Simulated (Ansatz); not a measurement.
# Work function of Au(110): what the settings cost and change, part 2 of 2

Aim: the numerical settings behind the work function of Au(110), with the cost of each.

Ansatz 0.2.0; plane-wave DFT, PBE, Ansatz PAW.

So far. Step 7 (Run): The work function is 4.948 eV, +0.004 eV from the run “cutoff 420 eV”, at 0.13 times its CPU time. Step 8 (Slab): The work function is 4.963 eV, +0.020 eV from the run “cutoff 420 eV”, at 0.47 times its CPU time.

### 9. Run

input.yaml

```yaml
crystal:
  lattice:
    - [4.08, 0.0, 0.0]
    - [0.0, 2.8849956672, 0.0]
    - [0.0, 0.0, 26.6549870017]
  atoms:
    - { symbol: Au, position: [0.0, 0.0, 0.3376478855] }
    - { symbol: Au, position: [0.5, 0.5, 0.391765257] }
    - { symbol: Au, position: [0.0, 0.0, 0.4458826285] }
    - { symbol: Au, position: [0.5, 0.5, 0.5] }
    - { symbol: Au, position: [0.0, 0.0, 0.5541173715] }
    - { symbol: Au, position: [0.5, 0.5, 0.608234743] }
    - { symbol: Au, position: [0.0, 0.0, 0.6623521145] }
kpoints:
  mp_grid: { grid: [15, 21, 1] }
hamiltonian:
  xc: pbe
scf:
  occupations: { method: fermi_dirac, width: 0.1 }
  convergence: { dr2_threshold: 1.0e-09 }
efield:
  axis: 3
  dipole_correction: true
  ramp_position: 0.97
  ramp_width: 0.06
output:
  write_potential: true
  write_density: true
  volumetric_format: npy
```

Run with:

```
$ ansatz run input.yaml --threads 2 --pin off --max-ram 3072MiB --backend cpu --events-out ev --progress --plain --runs-dir out
```

Numbers of over 12 decimals in the logs are rounded to 6 here.

The program printed:

```text
[...]
Crystal: 7 atoms, lattice volume = 313.750 Å³
Basis set: ecut = 420 eV, 6129 PW (Γ)
Bands: 80, of which v1, the nominal top of the filled ones, is band 67 counted from 1 (66 counted from 0)
Symmetry: 4 space group operations
k-points: 88 of 315
[...]
k-point 0: bands = [... 63 lower, 2.8026, 3.0035, 3.1462, 3.5773, 5.1254, 6.7624, 7.1547, 8.8674, ... 9 higher]
  k-point 1: bands = [... 63 lower, 2.7256, 3.0596, 3.0657, 3.5995, 5.1705, 6.9286, 7.2103, 8.9506, ... 9 higher]
  k-point 2: bands = [... 63 lower, 2.6875, 2.9118, 3.1228, 3.6644, 5.3029, 7.3713, 7.3780, 9.0908, ... 9 higher]
  k-point 87: bands = [... 63 lower, 4.6286, 4.9457, 6.4074, 6.8651, 7.7802, 7.8852, 8.1299, 8.1866, ... 9 higher]
[key lines of the parts left out:]
SCF converged after 9 iterations
Free energy (F): -92043.864144 eV
Fermi energy:    4.728431 eV
Dipole field:    D = -0.000000 V/Å  (p = -0.000000 e·Å, saw-weighted, corrected)
Work function:   Φ+ = 4.9570 eV   Φ− = 4.9570 eV
```

The job ended after 5.6 min (2 threads of Arm Neoverse N1, shared host; peak memory 2.1 GiB; 10 min of CPU time).

The work function is 4.957 eV, +0.013 eV from the run “cutoff 420 eV”, at 2.0 times its CPU time.

### 10. Run

Changes to input.yaml since step 9:

```diff
@@ -14,3 +14,3 @@
 kpoints:
-  mp_grid: { grid: [15, 21, 1] }
+  mp_grid: { grid: [10, 14, 1] }
 hamiltonian:
@@ -18,3 +18,3 @@
 scf:
-  occupations: { method: fermi_dirac, width: 0.1 }
+  occupations: { method: gaussian, width: 0.05 }
   convergence: { dr2_threshold: 1.0e-09 }
```

The program printed:

```text
[...]
Crystal: 7 atoms, lattice volume = 313.750 Å³
Basis set: ecut = 420 eV, 6129 PW (Γ)
Bands: 80, of which v1, the nominal top of the filled ones, is band 67 counted from 1 (66 counted from 0)
Symmetry: 4 space group operations
k-points: 48 of 140
[...]
k-point 0: bands = [... 63 lower, 2.8029, 3.0027, 3.1497, 3.5774, 5.1274, 6.7642, 7.1549, 8.8666, ... 9 higher]
  k-point 1: bands = [... 63 lower, 2.6861, 2.9881, 3.0962, 3.6269, 5.2281, 7.1258, 7.2786, 9.0115, ... 9 higher]
  k-point 2: bands = [... 63 lower, 2.6968, 2.9455, 3.1435, 3.7695, 5.5165, 7.6226, 8.0239, 9.3017, ... 9 higher]
  k-point 47: bands = [... 63 lower, 4.7854, 4.9059, 6.6972, 6.9400, 7.8837, 7.8968, 8.0376, 8.1559, ... 9 higher]
[key lines of the parts left out:]
SCF converged after 10 iterations
Free energy (F): -92043.819208 eV
Fermi energy:    4.760819 eV
Dipole field:    D = 0.000000 V/Å  (p = 0.000001 e·Å, saw-weighted, corrected)
Work function:   Φ+ = 4.9241 eV   Φ− = 4.9242 eV
```

Run time: 2.9 min. Hardware: 2 threads; peak memory 1.4 GiB.

The work function is 4.924 eV, -0.020 eV from the run “cutoff 420 eV”, at 1.0 times its CPU time.

### 11. Slab

Changes to input.yaml since step 10:

```diff
@@ -18,3 +18,3 @@
 scf:
-  occupations: { method: gaussian, width: 0.05 }
+  occupations: { method: methfessel_paxton, width: 0.2 }
   convergence: { dr2_threshold: 1.0e-09 }
```

The program printed:

```text
[...]
Crystal: 7 atoms, lattice volume = 313.750 Å³
Basis set: ecut = 420 eV, 6129 PW (Γ)
Bands: 80, of which v1, the nominal top of the filled ones, is band 67 counted from 1 (66 counted from 0)
Symmetry: 4 space group operations
k-points: 48 of 140
[...]
k-point 0: bands = [... 63 lower, 2.8006, 3.0010, 3.1457, 3.5767, 5.1253, 6.7613, 7.1538, 8.8649, ... 9 higher]
  k-point 1: bands = [... 63 lower, 2.6837, 2.9839, 3.0937, 3.6263, 5.2261, 7.1227, 7.2775, 9.0108, ... 9 higher]
  k-point 2: bands = [... 63 lower, 2.6956, 2.9414, 3.1401, 3.7688, 5.5147, 7.6215, 8.0203, 9.3005, ... 9 higher]
  k-point 47: bands = [... 63 lower, 4.7832, 4.9019, 6.6960, 6.9365, 7.8769, 7.8912, 8.0365, 8.1517, ... 9 higher]
[key lines of the parts left out:]
SCF converged after 9 iterations
Free energy (F): -92043.818666 eV
Fermi energy:    4.751570 eV
Dipole field:    D = -0.000000 V/Å  (p = -0.000000 e·Å, saw-weighted, corrected)
Work function:   Φ+ = 4.9348 eV   Φ− = 4.9348 eV
```

The job ended after 2.9 min (2 threads; peak memory 1.4 GiB).

The work function is 4.935 eV, -0.009 eV from the run “cutoff 420 eV”, at 1.0 times its CPU time.

### 12. Run

Changes to input.yaml since step 11:

```diff
@@ -18,3 +18,3 @@
 scf:
-  occupations: { method: methfessel_paxton, width: 0.2 }
+  occupations: { method: fermi_dirac, width: 0.3 }
   convergence: { dr2_threshold: 1.0e-09 }
```

The program printed:

```text
band count auto-derived: 89 (N_el = 133.0; filled up to band 67; 80 by the electrons, moments and atoms)
[...]
Crystal: 7 atoms, lattice volume = 313.750 Å³
Basis set: ecut = 420 eV, 6129 PW (Γ)
Bands: 89, of which v1, the nominal top of the filled ones, is band 67 counted from 1 (66 counted from 0)
Symmetry: 4 space group operations
k-points: 48 of 140
[...]
k-point 0: bands = [... 63 lower, 2.7760, 2.9762, 3.1191, 3.5515, 5.1108, 6.7424, 7.1378, 8.8477, ... 18 higher]
  k-point 1: bands = [... 63 lower, 2.6555, 2.9574, 3.0686, 3.6011, 5.2114, 7.1032, 7.2616, 9.0001, ... 18 higher]
  k-point 2: bands = [... 63 lower, 2.6722, 2.9149, 3.1148, 3.7440, 5.4996, 7.6058, 7.9999, 9.2885, ... 18 higher]
  k-point 47: bands = [... 63 lower, 4.7632, 4.8823, 6.6767, 6.9183, 7.8522, 7.8635, 8.0137, 8.1323, ... 18 higher]
[key lines of the parts left out:]
SCF converged after 9 iterations
Free energy (F): -92044.138121 eV
Fermi energy:    4.713322 eV
Dipole field:    D = 0.000000 V/Å  (p = 0.000000 e·Å, saw-weighted, corrected)
Work function:   Φ+ = 4.9858 eV   Φ− = 4.9858 eV
```

Elapsed: 3.4 min, on 2 threads; peak memory 1.5 GiB.

The work function is 4.986 eV, +0.042 eV from the run “cutoff 420 eV”, at 1.2 times its CPU time.

### 13. Slab

Changes to input.yaml since step 12:

```diff
@@ -18,3 +18,3 @@
 scf:
-  occupations: { method: fermi_dirac, width: 0.3 }
+  occupations: { method: cold, width: 0.1 }
   convergence: { dr2_threshold: 1.0e-09 }
```

The program printed:

```text
[...]
Crystal: 7 atoms, lattice volume = 313.750 Å³
Basis set: ecut = 420 eV, 6129 PW (Γ)
Bands: 80, of which v1, the nominal top of the filled ones, is band 67 counted from 1 (66 counted from 0)
Symmetry: 4 space group operations
k-points: 48 of 140
[...]
k-point 0: bands = [... 63 lower, 2.7996, 2.9995, 3.1453, 3.5750, 5.1253, 6.7605, 7.1529, 8.8639, ... 9 higher]
  k-point 1: bands = [... 63 lower, 2.6826, 2.9837, 3.0926, 3.6245, 5.2261, 7.1220, 7.2767, 9.0106, ... 9 higher]
  k-point 2: bands = [... 63 lower, 2.6944, 2.9412, 3.1395, 3.7670, 5.5145, 7.6207, 8.0198, 9.3005, ... 9 higher]
  k-point 47: bands = [... 63 lower, 4.7812, 4.9026, 6.6939, 6.9371, 7.8785, 7.8911, 8.0345, 8.1520, ... 9 higher]
[key lines of the parts left out:]
SCF converged after 9 iterations
Free energy (F): -92043.818251 eV
Fermi energy:    4.758159 eV
Dipole field:    D = -0.000001 V/Å  (p = -0.000001 e·Å, saw-weighted, corrected)
Work function:   Φ+ = 4.9289 eV   Φ− = 4.9289 eV
```

The job ended after 2.7 min (2 threads; peak memory 1.4 GiB).

The work function is 4.929 eV, -0.015 eV from the run “cutoff 420 eV”, at 1.00 times its CPU time.

### 14. The series together

Times are for 2 threads of Arm Neoverse N1, shared host. The series side by side:

| no. | setting | work function, upper face (eV) | time | memory (GiB) |
| --- | --- | --- | --- | --- |
| 1 | cutoff 200 eV | 5.351 | 75 s | 0.62 |
| 2 | cutoff 300 eV | 4.944 | 1.9 min | 0.92 |
| 3 | cutoff 420 eV | 4.944 | 3 min | 1.4 |
| 4 | cutoff 600 eV | 4.944 | 5 min | 2.1 |
| 5 | mesh 2x2 | 4.632 | 12 s | 0.56 |
| 6 | mesh 3x5 | 4.948 | 30 s | 0.59 |
| 7 | mesh 7x9 | 4.963 | 84 s | 0.83 |
| 8 | mesh 15x21 | 4.957 | 5.6 min | 2.1 |
| 9 | Gaussian smearing 0.05 eV | 4.924 | 2.9 min | 1.4 |
| 10 | methfessel_paxton smearing 0.2 eV | 4.935 | 2.9 min | 1.4 |
| 11 | fermi_dirac smearing 0.3 eV | 4.986 | 3.4 min | 1.5 |
| 12 | cold smearing 0.1 eV | 4.929 | 2.7 min | 1.4 |

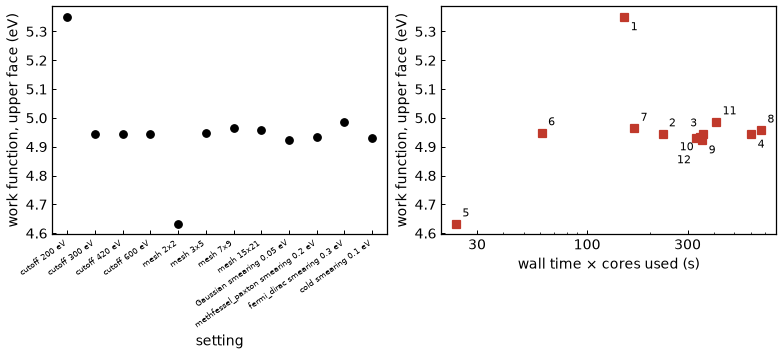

The series as plots; the last panel sets the first result against cost, with the runs numbered as in the table.

### 15. Varying the input

An input spoilt on purpose, to show how the run answers: it repeats the earlier run “cutoff 200 eV” with crystal.lattice to [[7.71008249, 0.0, 0.0], [0.0, 5.45185161, 0.0], [0.0, 0.0, 50.37062463]], and scf.max_iter set to 80; its output block differs too.

The cell differs from the one that the last finished run ended in (a 4.080 → 7.710 Å, b 2.885 → 5.452 Å, c 26.655 → 50.371 Å).

input.yaml, the sections that differ from step 13:

```yaml
crystal:
  lattice:
    - [7.71008249, 0.0, 0.0]
    - [0.0, 5.45185161, 0.0]
    - [0.0, 0.0, 50.37062463]
  atoms:
    - { symbol: Au, position: [0.0, 0.0, 0.3376478855] }
    - { symbol: Au, position: [0.5, 0.5, 0.391765257] }
    - { symbol: Au, position: [0.0, 0.0, 0.4458826285] }
    - { symbol: Au, position: [0.5, 0.5, 0.5] }
    - { symbol: Au, position: [0.0, 0.0, 0.5541173715] }
    - { symbol: Au, position: [0.5, 0.5, 0.608234743] }
    - { symbol: Au, position: [0.0, 0.0, 0.6623521145] }
scf:
  occupations: { method: fermi_dirac, width: 0.1 }
  convergence: { dr2_threshold: 1.0e-09 }
  max_iter: 80
basis:
  ecutwfc: "200 eV"
# kpoints, hamiltonian, efield, output: as in step 13
```

The program printed:

```text
[...]
Crystal: 7 atoms, lattice volume = 2117.290 Å³
Basis set: ecut = 200 eV, 13581 PW (Γ)
Bands: 80, of which v1, the nominal top of the filled ones, is band 67 counted from 1 (66 counted from 0)
Symmetry: 4 space group operations
k-points: 48 of 140
[...]
SCF iter   1: F=—  HF=-91965.380487 eV  |F-HF|=—  |Δ(HF+E_count)|=         —  Δρ=3.41e-2  dr2=1.47e1  ethr=1.77e-3  p=-0.000 e·Å  D=-1.26e-14 V/Å  ΔV_dip=0.00 eV  dr2_dipole=2.21e-10  V_vac-E_F(+/−)=5.60/5.60 eV  ⟨swp⟩=8.7  Hψ=14273  notcnv=0  defer=130
[...]
SCF iter  12: F=-91959.311872 eV  HF=-91959.311872 eV  |F-HF|=3.20e-10  |Δ(HF+E_count)|=   2.28e-9  Δρ=7.50e-8  dr2=2.76e-10  ethr=1.00e-12  p=-0.000 e·Å  D=-5.99e-12 V/Å  ΔV_dip=0.00 eV  dr2_dipole=8.65e-17  V_vac-E_F(+/−)=5.90/5.90 eV  ⟨swp⟩=2.1  Hψ=7358  notcnv=0
[...]
SCF 1 converged in 12 iterations: F = -91959.311872 eV  dr2 = 2.76e-10
[...]
SCF converged after 12 iterations
Free energy (F): -91959.311872 eV
[...]
Internal energy: -91958.644887 eV  (E = F + TS)
E sigma→0 (E₀):  -91958.978379 eV
Entropy (-TS):   -0.666985 eV (-95.284 meV/atom)
Fermi energy:    -4.393321 eV
Dipole field:    D = -0.000000 V/Å  (p = -0.000000 e·Å, saw-weighted, corrected)
Work function:   Φ+ = 5.9011 eV   Φ− = 5.9015 eV
[...]
--- Band table (eV; the first three rows and the last of 48) ---
  k-point 0: bands = [... 63 lower, -5.0274, -4.8844, -4.6778, -4.4599, -4.2885, -4.2015, -4.1783, -0.3020, ... 9 higher]
  k-point 1: bands = [... 63 lower, -5.0116, -4.8668, -4.6636, -4.4488, -4.2807, -4.1957, -4.1735, -0.2736, ... 9 higher]
  k-point 2: bands = [... 63 lower, -4.9622, -4.8206, -4.6230, -4.4183, -4.2611, -4.1867, -4.1732, -0.1919, ... 9 higher]
  k-point 47: bands = [... 63 lower, -4.3701, -4.3619, -4.3125, -4.2851, -4.2398, -4.2001, -4.1848, -0.6461, ... 9 higher]
```

Elapsed: 7.5 min, on 2 threads; peak memory 2.7 GiB.

| quantity | this run | earlier run | difference |
| --- | --- | --- | --- |
| work function, upper face (eV) | 5.901 | 5.351 | 0.55 |

It moves by +0.55 eV.

The fault (a lattice typed in bohr) shows in the results, which are not taken further.

### 16. Results

| Quantity | Value |
| --- | --- |
| work function, cutoff 200 eV | 5.351 eV |
| work function, cutoff 420 eV | 4.944 eV |
| work function, cutoff 600 eV | 4.944 eV |
| work function, mesh 2x2 | 4.632 eV |

What this shows: The run at the highest cutoff gives 4.94 eV, and the settings tried spread the value from 4.63 to 5.35 eV. Against 600 eV, a cutoff of 200 eV is off by +0.408 eV. Against 600 eV, a cutoff of 420 eV is off by -0.000 eV. Against the finest mesh, 15 points along a, the coarser ones are off by -0.33 (2), -0.01 (3) and +0.01 (7) eV. The smearing schemes and widths spread it over 0.06 eV. The program marks the value as in doubt in “cutoff 200 eV”. A compiled measured value is 5.16 eV (arxiv:1902.07811, 2019), but the real face reconstructs and these slabs don't, so it is no test of the method. The ladder's slabs use the tabulated experimental lattice constant (two decimals; a low-temperature value for the alkali metals). In 1 run of the series (cutoff 200 eV) the program warns that electrons reach the sawtooth's ramp, which makes dipole and work function less sure.

[Logs are printed without paths, hosts, clocks, repeated set-up lines and the standing remarks that a program may print on its own settings, such as how far it seeks lower states.]

[Hosts, paths, dates, database ids (printed as entryN), source tags and the programs' standing remarks are cut or masked in the printed files.]

[Maps of the electrostatic potential energy from Ansatz leave out the sawtooth potential of an applied field or a dipole correction, so their vacuum need not be flat; planar profiles and work functions include it.]
